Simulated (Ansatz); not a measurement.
# Phonons of LiRe in the Bh ordering, part 2 of 3

Question: is the lattice of LiRe in the Bh ordering stable, and if so, what are its coupling constant and resistivity?

Ansatz 0.2.0; DFT PBEsol, scalar-relativistic, plane waves, PAW.

So far. Step 2 (Rough relaxation): The largest force is now zero by symmetry and the largest stress component 0.11 GPa. The relaxed cell has a = 2.632, c = 4.730 Å (conventional setting).

The structure was built from a prototype and need not be the compound's stable phase.

**3. Relaxing cell and atoms**

The structure is brought to rest under this functional.

input.yaml

```yaml
crystal:
  lattice:
    - [2.6320726211, -2.584e-06, 0.0]
    - [-1.3160340728, 2.2794430464, 0.0]
    - [0.0, 0.0, 4.729591733]
  atoms:
    - { symbol: Li, position: [0.3333333333, 0.6666666667, 0.25] }
    - { symbol: Re, position: [0.6666666667, 0.3333333333, 0.75] }
kpoints:
  mp_grid: { grid: [12, 12, 6] }
hamiltonian:
  xc: pbesol
scf:
  occupations: { method: gaussian, width: 0.1 }
output:
  forces: true
  stress: true
  eigenvalues: true
  write_density: true
  write_potential: true
  elf: true
  volumetric_format: npy
relax:
  adjacent_minimum: "off"
  f_tol: 0.005
  max_steps: 80
  cell: { stress_tol: 0.05 }
```

The run is started by

```sh
$ ansatz run input.yaml --threads 4 --pin off --max-ram 8192MiB --backend cpu --events-out ev --progress --plain --runs-dir out
```

Numbers of over 12 decimals in the logs are rounded to 6 here.

What it wrote:

```text
[the first part of the log is left out]
  E_xc         = -410.923362
  E_vxc        = -316.643611  (∫ρ·V_xc dr)
  E_paw        = -8551.081957  (= ΣΔE_a)
  E_vpaw       = -158.001897  (= ΣTr[D̂ρ^β])
  E_aug_tail   = -0.000067  (compensation charges beyond the density's cutoff)
  E_ewald      = -1576.781991
  E_core_change = 0.233262  (= ΣΔE_core)
  E_smearing   = -0.010782  (= −TS)
  E_closure    = 0.000000  (closes the sum)
  Σ components = -10939.536451   (vs F -10939.536451, Δ=0.00e0)
[...]
--- Stress (GPa, compression-positive) ---
       -0.032229       0.000000       0.000000
        0.000000      -0.032229       0.000000
        0.000000       0.000000       0.039761
  P = ⅓ Tr σ = -0.0082 GPa (-0.082 kbar)
--- Band table (eV; the first three rows and the last of 76) ---
[...]
--- Relaxed structure (3 steps of the walk, 2 accepted, 1 SCFs on fresh bases) ---
[...]
cell:  # Å, volume = 28.2162 Å³
    - [2.624346, -2.576380465096181e-6, 0.0]
    - [-1.312171, 2.272752, 0.0]
    - [0.0, 0.0, 4.730709]
  atoms:
    - { symbol: Li, position: [0.333333, 0.666667, 0.250000] }
    - { symbol: Re, position: [0.666667, 0.333333, 0.75] }
```

The job ended after 3.1 s (4 threads of Arm Neoverse V2, shared host; peak memory 0.34 GiB; 10 s of CPU time).

The steps of the relaxation:

```csv
step,energy less that of the first step (eV),largest force component (eV/Å),pressure (GPa),volume (Å³)
1,0.0000,0.0000,-1.19,28.38
2,0.0005,0.0000,1.54,28.03
3,-0.0010,0.0000,-0.01,28.22
4,-0.0010,0.0000,-0.01,28.22
```

The log counts 1 steps on a newly chosen plane-wave basis, not all of them marked here; energy and pressure can jump at such steps. Relaxation step 2 was tried and not accepted.

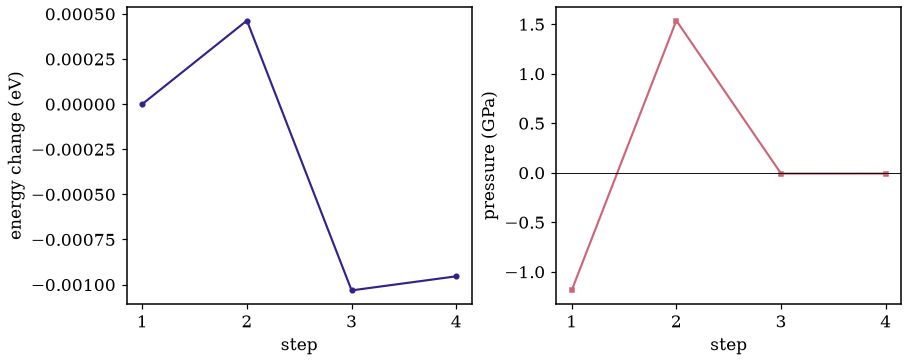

Energy and pressure along the relaxation.

```csv
"conventional cell, symmetrised",before,after,change
a (Å),2.632,2.624,-0.3 %
b (Å),2.632,2.624,-0.3 %
c (Å),4.730,4.731,+0.0 %
volume (Å³/atom),14.19,14.11,-0.6 %
```

The relaxed structure:

```xyz
2
Lattice="2.6243 0.0000 0.0000 -1.3122 2.2728 0.0000 0.0000 0.0000 4.7307" Properties=species:S:1:pos:R:3 pbc="T T T"
Li    0.0000    1.5152    1.1827
Re    1.3122    0.7576    3.5480
```

This step gave:

| Quantity | Value |
| --- | --- |
| pressure | -0.008233 GPa |
| volume per atom | 14.11 Å³ |

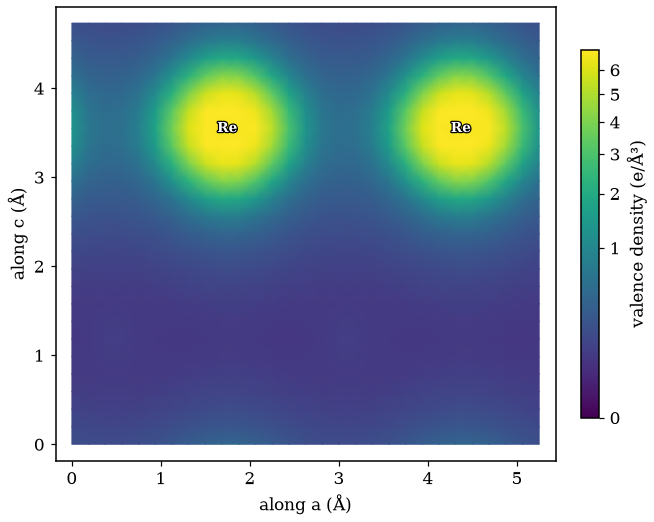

Valence density in the ac plane at fractional y = 0.333, with atoms of Re within 0.2 Å of it. It is the smooth field of the valence electrons, not physical close to the nuclei. The colour scale is stretched toward low values.

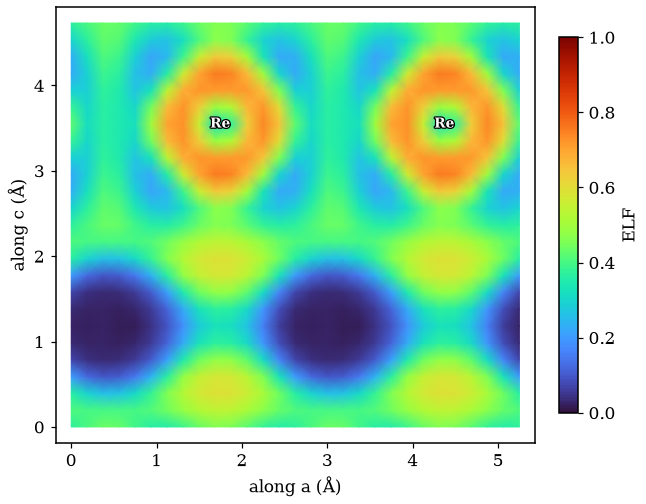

ELF in the ac plane at fractional y = 0.333, with atoms of Re within 0.2 Å of it. It is the smooth field of the valence electrons, not physical close to the nuclei.

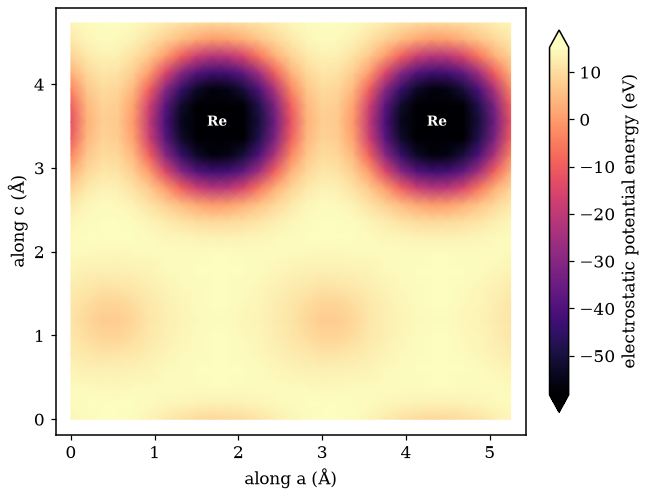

Electrostatic potential energy in the ac plane at fractional y = 0.333, with atoms of Re within 0.2 Å of it. With pseudopotentials it is smooth inside the atoms' cores, unlike the true potential.

The largest force is now zero by symmetry and the largest stress component 0.040 GPa.

**4. Tight relaxation**

No force is left; the cell is relaxed once more with another smearing and tight thresholds.

input.yaml

```yaml
crystal:
  lattice:
    - [2.6243463055, -2.5764e-06, 0.0]
    - [-1.3121709215, 2.272751857, 0.0]
    - [0.0, 0.0, 4.7307088735]
  atoms:
    - { symbol: Li, position: [0.3333333333, 0.6666666667, 0.25] }
    - { symbol: Re, position: [0.6666666667, 0.3333333333, 0.75] }
kpoints:
  mp_grid: { grid: [12, 12, 6] }
hamiltonian:
  xc: pbesol
scf:
  occupations: { method: methfessel_paxton, width: 0.2 }
output:
  forces: true
  stress: true
  eigenvalues: true
relax:
  adjacent_minimum: "off"
  f_tol: 0.001
  max_steps: 60
  cell: { stress_tol: 0.01 }
```

What it wrote:

```text
[the first part of the log is left out]
  E_xc         = -410.925359
  E_vxc        = -316.646067  (∫ρ·V_xc dr)
  E_paw        = -8551.080572  (= ΣΔE_a)
  E_vpaw       = -157.999126  (= ΣTr[D̂ρ^β])
  E_aug_tail   = -0.000067  (compensation charges beyond the density's cutoff)
  E_ewald      = -1576.696660
  E_core_change = 0.233262  (= ΣΔE_core)
  E_smearing   = -0.005742  (= −TS)
  E_closure    = -0.000000  (closes the sum)
  Σ components = -10939.532965   (vs F -10939.532965, Δ=0.00e0)
[...]
--- Stress (GPa, compression-positive) ---
        0.000145       0.000000       0.000000
        0.000000       0.000145       0.000000
        0.000000       0.000000       0.000211
  P = ⅓ Tr σ = 0.0002 GPa (0.002 kbar)
--- Band table (eV; the first three rows and the last of 76) ---
[...]
--- Relaxed structure (3 steps of the walk, 2 accepted, 1 SCFs on fresh bases) ---
[...]
cell:  # Å, volume = 28.2164 Å³
    - [2.624236, -2.576304343875351e-6, 0.0]
    - [-1.312116, 2.272656, 0.0]
    - [0.0, 0.0, 4.731137]
  atoms:
    - { symbol: Li, position: [0.333333, 0.666667, 0.25] }
    - { symbol: Re, position: [0.666667, 0.333333, 0.750000] }
```

It took 2.7 s on 4 threads; peak memory 0.34 GiB.

Little changed from the start: no atom moved by 0.005 Å and no cell edge by 0.1 %.

This step gave:

- pressure: 1.67e-4 GPa

The largest force is now zero by symmetry and the largest stress component 2.1e-4 GPa, small enough for phonons.

**5. Phonons by linear response: q 2×2×1, k 8×8×3**

Couplings are defined for a stable lattice alone, so phonons come first.

input.yaml

```yaml
crystal:
  lattice:
    - [2.6242358435, -2.5763e-06, 0.0]
    - [-1.3121156906, 2.2726561942, 0.0]
    - [0.0, 0.0, 4.7311371309]
  atoms:
    - { symbol: Li, position: [0.3333333333, 0.6666666667, 0.25] }
    - { symbol: Re, position: [0.6666666667, 0.3333333333, 0.75] }
kpoints:
  mp_grid: { grid: [8, 8, 3] }
hamiltonian:
  xc: pbesol
scf:
  occupations: { method: methfessel_paxton, width: 0.2 }
output:
  eigenvalues: true
phonons:
  method: dfpt
  qmesh: [2, 2, 1]
  temperatures: { t_max: 1000, t_step: 50 }
  qpath:
    path:
      - [[0.0, 0.0, 0.0], [0.5, 0.0, 0.0], [0.33333333, 0.33333333, 0.0], [0.0, 0.0, 0.0], [0.0, 0.0, 0.5], [0.5, 0.0, 0.5], [0.33333333, 0.33333333, 0.5], [0.0, 0.0, 0.5]]
      - [[0.5, 0.0, 0.5], [0.5, 0.0, 0.0]]
      - [[0.33333333, 0.33333333, 0.5], [0.33333333, 0.33333333, 0.0]]
    npoints: 10
```

What it wrote:

```text
[...]
Crystal: 2 atoms, lattice volume = 28.216 Å³
Basis set: ecut = 420 eV, 561 PW (Γ), exchange–correlation on 36×36×64 points (8 copies of the dense FFT grid, shifted against one another)
Bands: 13, of which v1, the nominal top of the filled ones, is band 9 counted from 1 (8 counted from 0)
Symmetry: 12 space group operations
k-points: 20 of 192 (time reversal used)
[...]
SCF iter   1: F=—  HF=-10939.625971 eV  |F-HF|=—  |Δ(HF+E_count)|=         —  Δρ=1.14e-2  dr2=6.56e-2  ethr=1.77e-3  ⟨swp⟩=5.0  Hψ=1303  notcnv=0
[...]
SCF iter   7: F=-10939.602568 eV  HF=-10939.602568 eV  |F-HF|=3.64e-12  |Δ(HF+E_count)|=  2.91e-11  S|Δr|=    0.00e0  Δρ=1.48e-7  dr2=6.44e-12  ethr=1.00e-12  ⟨swp⟩=6.3  Hψ=1108  notcnv=0
SCF 1 converged in 7 iterations: F = -10939.602568 eV  dr2 = 6.44e-12
[...]
phonons: the bands overlap, so this run is a metal and interpolates without the dipole-dipole term. If the crystal is really an insulator or semiconductor, its LO-TO splitting is missing
NSCF: frozen V_eff on 20 k-points
[...]
DFPT response loops at q = (0, 0, 0) (fractional): preconditioner auto → Kerker (q_TF=auto, 2.531 Å⁻¹) (partly filled bands, converged f_vac=0.000); β = 1.00, the filter's whole step (`scf.mixing.beta` (0.50) is not read by the response loops under this deck's `scf.mixing.preconditioner`; to damp them name `kerker` or `kerker_dos`, under which they read `scf.mixing.beta`, and type it under 1.00, their step now; both keys bind the ground state too); Broyden in place of MSR1
[...]
SCF converged after 7 iterations
Stability not checked: this state was not tested for a lower state beside it, because cold or Methfessel-Paxton smearing, or corrected tetrahedra, fill the levels in a way that the test cannot read (fill_not_monotonic; see scf.lower_state_search)
Free energy (F): -10939.602568 eV
[...]
Internal energy: -10939.604152 eV  (E = F + TS)
E sigma→0 (E₀):  -10939.602964 eV
Entropy (-TS):   0.001584 eV (0.792 meV/atom)
Fermi energy:    13.481178 eV
[...]
--- Band table (eV; the first three rows and the last of 20) ---
  k-point 0: bands = [... 5 lower, 5.1760, 9.4066, 12.0272, 12.0272, 12.7093, 16.0076, 16.0076, 19.8748]
  k-point 1: bands = [... 5 lower, 5.2569, 9.8995, 11.4357, 12.0311, 12.0311, 15.9858, 15.9858, 21.7805]
  k-point 2: bands = [... 5 lower, 5.9340, 9.7289, 11.4634, 11.9951, 12.7100, 15.7826, 16.6146, 19.8930]
  k-point 19: bands = [... 5 lower, 9.9834, 10.2042, 11.7745, 12.2979, 13.2728, 17.2705, 19.3306, 21.5817]
--- Phonons (Γ-DFPT): 4 representative perturbations + reference (Σ response iterations 12) ---
  ASR residual: 1.200e-4 → 0.000e0 eV/Å²; symmetrization residual: 1.536e-6 eV/Å²
  ASR residual per site (eV/Å²): 5.91e-6 1.20e-4
  Γ frequencies (cm⁻¹): 0.00 0.00 0.00 178.77 178.77 439.11
--- Phonons (arbitrary-q DFPT): 2 irreducible q on the 2×2×1 mesh ---
  q = [0.0000, 0.0000, 0.0000] (star 1, of the zone-centre solve; hermiticity 6.48e-7, symmetrization 5.19e-8): -0.00 -0.00 0.00 178.77 178.77 439.11
  q = [0.0000, -0.5000, 0.0000] (star 3, 6 solved perturbations in 356 linear systems a pass and spin channel, the states on 68 of 192 k-point pairs; hermiticity 2.19e-8, symmetrization 4.70e-9): -39.25 86.33 223.06 281.41 417.82 501.89
  sum rule: each row above includes the acoustic sum rule's correction from the zone centre's row sums; it moved no ω² by more than (0.48 cm⁻¹)²
  mesh force constants: q→R imaginary residual 4.23e-18; ASR residual 1.200e-4 → 0.000e0 eV/Å²; symmetrization residual 7.105e-15 eV/Å²
  interpolated dispersion: 93 rows × 6 modes
  density of states and harmonic sums: on the 28×28×13 q-mesh, interpolated from the force constants of a 2×2×1 supercell (no non-analytic term)
  largest difference from the sums on the solved wave vectors: F 2.75e-1 eV, S 3.87e-4 and C_V 1.13e-4 eV/K
  zero-point energy: 0.088595 eV/cell   skipped modes (ω ≤ 0): 130, of them read as no rigid motion or as one in doubt: 127 (1.910e-1 modes/cell left out, lowest -39.25 cm⁻¹)   left out of the sums: 3.19e-2 of the cell's modes: C_V's classical limit lies that fraction below 3 k_B per atom; for a crystal, a wire or a layer, F and S can be off by more, and a phonons.interpolated_qmesh denser along its periods is the remedy for the sampling
```

Run time: 4.2 s. Hardware: 4 threads; peak memory 0.41 GiB.

Reading the cycles: dr2 is the Hartree energy of the density residual (eV), the measure of convergence; HF is the Harris–Foulkes estimate of the energy, which meets the free energy F at convergence.

This step gave:

```
share of imaginary modes in the plain interpolation between solved wavevectors : 0.0363
highest frequency, solved or plainly interpolated                              : 501.9 cm⁻¹
```

Solved on the 2×2×1 mesh alone; all other wavevectors are interpolated, and an axis with one point has no dispersion of its own. Phonon branches along the path, in cm⁻¹:

```csv
point,branch 1,branch 2,branch 3,branch 4,branch 5,branch 6
Γ,0,0,0,179,179,439
M,-39,86,223,281,418,502
K,93,165,165,415,427,427
Γ,0,0,0,179,179,439
A,34,34,83,176,176,431
L,-33,92,223,281,416,502
H,93,165,165,415,427,427
A,34,34,83,176,176,431
jump to L,-33,92,223,281,416,502
M,-39,86,223,281,418,502
jump to H,93,165,165,415,427,427
K,93,165,165,415,427,427
```

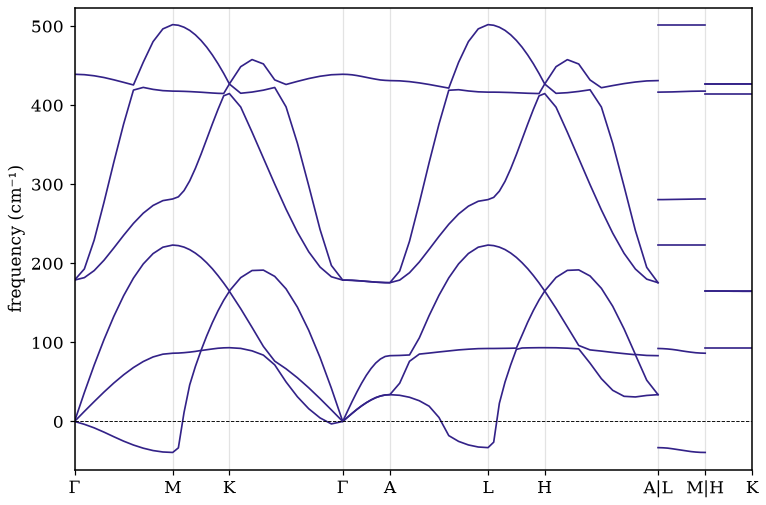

Phonon branches along the path.

Lowest modes at the softest wavevector of the mesh. Modes at q = (0.500, 0.500, 0.000), with each element's share of the kinetic energy (negative means imaginary):

```csv
mode,frequency (cm⁻¹),Li %,Re %
1,-39.2,1,99
2,86.3,1,99
3,223.1,0,100
4,281.4,99,1
5,417.8,99,1
6,501.9,100,0
```

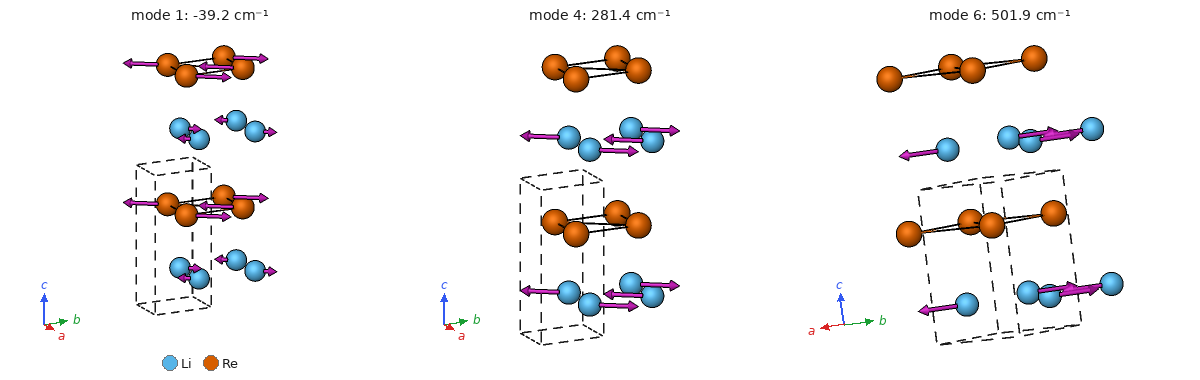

Displacement patterns of modes 1, 4 and 6 at q = (0.500, 0.500, 0.000); arrows are exaggerated. 2×2×2 cells are drawn.

Among the solved wavevectors the lowest mode, translations apart, is -39.2 cm⁻¹, imaginary.

[end of part 2 of 3]

[Logs are printed without paths, hosts, clocks, repeated set-up lines and the standing remarks that a program may print on its own settings, such as how far it seeks lower states.]

[Hosts, paths, dates, database ids (printed as entryN), source tags and the programs' standing remarks are cut or masked in the printed files.]
